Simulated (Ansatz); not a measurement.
**doublet [GeH4]+: levels of theory compared**

Aim: a comparison of 6 runs (UHF/STO-3G, UB2PLYP/def2-TZVP, UCAM-B3LYP/def2-TZVP, UMP2/def2-TZVP, UBCCD(T)/def2-TZVP, UCCSD(T)/def2-TZVP) of doublet [GeH4]+. 

Program for the calculation: Ansatz 0.2.0.

37 further runs of the same task are left out: 37 set aside as unsound or not needed.

## 1. The system as given

The species is [GeH4]+ (5 atoms), meant as a doublet with charge +1. As SMILES of the parent species, `[GeH4]`. The shape is that of a PBE0-D4/def2-TZVP optimisation. That shape belongs to the parent species and isn't relaxed for this state.

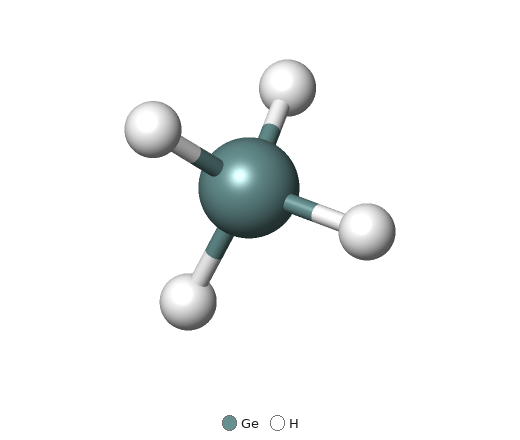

Viewed from a chosen angle; germanium teal, hydrogen white.

## 2. A single-point energy at UHF/STO-3G (run 1)

job.yaml

```yaml
basis:
  gaussian:
    orbitals: STO-3G
crystal:
  periodic: [false, false, false]
  atoms:
    - symbol: Ge
      position_ang: [0.000100, 0.000100, -0.000000]
    - symbol: H
      position_ang: [1.148100, -0.756300, 0.680600]
    - symbol: H
      position_ang: [-1.238800, -0.030000, 0.904200]
    - symbol: H
      position_ang: [-0.329200, -0.669100, -1.340600]
    - symbol: H
      position_ang: [0.419800, 1.455400, -0.244100]
total_charge: 1
magnetization:
  spin_polarized: true
  initial_magnetization: 1
hamiltonian:
  xc: hf
accuracy: high
output: {orbitals: {seedname: orbitals}}
```

The run is started by

```sh
$ ansatz run job.yaml --threads 1 --pin off --max-ram 3480MiB --events-out events.jsonl --progress --plain --runs-dir runs
```

Standard output:

```text
Warning: RAYON_NUM_THREADS=1 ignored (pool sized by the plan → 1); use --threads N
Functional definition: HF
  name "HF"
  exchange = exact_x
  correlation = 0
287 factors; integrals over basis functions are off by at most 3.8e-9 eV
mean field evaluation 1: about -55883.0011 eV, gradient 6.8e0 eV
mean field evaluation 2: about -55883.0002 eV, gradient 6.8e0 eV
mean field evaluation 4: about -55883.6378 eV, gradient 8.3e-1 eV
mean field evaluation 8: about -55883.6800 eV, gradient 3.2e-3 eV
mean field evaluation 16: about -55883.3899 eV, gradient 3.4e0 eV
mean field evaluation 32: about -55883.6826 eV, gradient 1.0e-4 eV
mean field evaluation 64: about -55883.6093 eV, gradient 3.9e-1 eV
mean field evaluation 96: about -55883.6812 eV, gradient 1.1e-1 eV
mean field evaluation 128: about -55883.6117 eV, gradient 1.0e-1 eV
mean field evaluation 160: about -55883.3494 eV, gradient 3.4e0 eV
mean field evaluation 192: about -55883.6795 eV, gradient 3.9e-2 eV
mean field -55883.67949947 eV, -2053.6873422869 hartree, gradient 1.9e-8 eV, S^2 0.762163; 5 other end points of the search recorded, 0 dependent functions left out
reference -55883.67949947 eV, -2053.6873422869 hartree; 18, 17 occupied and 4, 5 virtual orbitals, 287 factors
Total energy: -55883.67949947 eV, -2053.6873422869 hartree
```

Wall time 0.73 s (1 thread of Arm Neoverse V1, shared host).

## 3. The energy at UB2PLYP/def2-TZVP (run 2)

Edit job.yaml of step 2 so:

```diff
@@ -1,4 +1 @@
-basis:
-  gaussian:
-    orbitals: STO-3G
 crystal:
@@ -16,2 +13,5 @@
       position_ang: [0.419800, 1.455400, -0.244100]
+basis:
+  gaussian:
+    orbitals: def2-TZVP
 total_charge: 1
@@ -21,3 +21,5 @@
 hamiltonian:
-  xc: hf
+  xc: {name: B2PLYP}
+correlation:
+  frozen_orbitals: {Ge: 9, H: 0}
 accuracy: high
```

The run is started by

```sh
$ ansatz run job.yaml --threads 1 --pin off --max-ram 3480MiB --events-out events.jsonl --progress --plain --runs-dir runs
```

Standard output, shortened:

```text
Warning: RAYON_NUM_THREADS=1 ignored (pool sized by the plan → 1); use --threads N
Functional definition: B2PLYP
  name "B2PLYP"
[...]
1240 factors; integrals over basis functions are off by at most 4.7e-9 eV
[...]
mean field -56558.16009118 eV, -2078.4740468529 hartree, gradient 8.6e-8 eV, S^2 0.780160; 8 other end points of the search recorded, 0 dependent functions left out
9 core orbitals not correlated: weight in the atoms' cores, before any rotation towards them, 1.000 or more for the frozen orbitals, at most 0.000 for the correlated occupied ones
reference -56558.16011331 eV, -2078.4740476662 hartree; 9, 8 occupied and 54, 55 virtual orbitals, 1240 factors
second order -8.11432224 eV of doubles, -0.00000000 eV of singles
Total energy: -56560.35098031 eV, -2078.5545605435 hartree
```

Run time: 48 s. Hardware: 1 thread of Arm Neoverse V1, shared host; peak memory 0.24 GiB.

Runs 3 to 5 aren't shown in full; the table further down has their settings and results.

## 4. A single-point energy at UCCSD(T)/def2-TZVP (run 6)

molecule.yaml

```yaml
crystal:
  periodic: [false, false, false]
  atoms:
    - {symbol: Ge, position_ang: [0.000100, 0.000100, -0.000000]}
    - {symbol: H, position_ang: [1.148100, -0.756300, 0.680600]}
    - {symbol: H, position_ang: [-1.238800, -0.030000, 0.904200]}
    - {symbol: H, position_ang: [-0.329200, -0.669100, -1.340600]}
    - {symbol: H, position_ang: [0.419800, 1.455400, -0.244100]}
basis:
  gaussian: {orbitals: def2-TZVP}
scf: {omitted_lower_state_checks: [cluster_reference, increment]}
magnetization: {spin_polarized: true, initial_magnetization: 1}
total_charge: 1
accuracy: high
correlation: {method: ccsd_t, frozen_orbitals: {Ge: 9, H: 0}}
```

The run is started by

```sh
$ ansatz run molecule.yaml --threads 1 --pin off --max-ram 3480MiB --events-out events.jsonl --progress --plain --runs-dir runs
```

Standard output:

```text
Warning: RAYON_NUM_THREADS=1 ignored (pool sized by the plan → 1); use --threads N
[... 14 lines left out ...]
9 core orbitals not correlated: weight in the atoms' cores, before any rotation towards them, 1.000 or more for the frozen orbitals, at most 0.000 for the correlated occupied ones
[... 33 lines left out ...]
Total energy: -56532.15261419 eV, -2077.5182897023 hartree
Checks for a lower state left out: cluster_reference, increment
```

It took 29 s on 1 thread of Arm Neoverse V1, shared host; peak memory 0.48 GiB.

## 5. All runs side by side

```tsv
run	level	frozen core orbitals	energy (Eh)	⟨S²⟩	wall time
1	UHF/STO-3G	–	-2053.687342	0.762	0.73 s
2	UB2PLYP/def2-TZVP	9	-2078.554561	0.780	48 s
3	UCAM-B3LYP/def2-TZVP	–	-2079.052143	0.764	17 s
4	UMP2/def2-TZVP	9	-2077.490230	0.762	5.7 s
5	UBCCD(T)/def2-TZVP	9	-2077.518576	0.762	40 s
6	UCCSD(T)/def2-TZVP	9	-2077.518290	0.762	29 s
```

## 6. Results

```
                                          quantity           value
                               run 6: total energy  -2077.51829 Eh
run 6: correlation energy (9 core orbitals frozen)      -268.0 mEh
                             run 6: (T) correction       -7.99 mEh
          run 6: ⟨S²⟩ of the reference determinant           0.762
                              run 6: T1 diagnostic           0.017
```

What this shows: Totals of different functionals can't be ranked against each other. In run 1 the basis is minimal, so the values are rough. All runs together took 2.3 min, the longest 48 s.
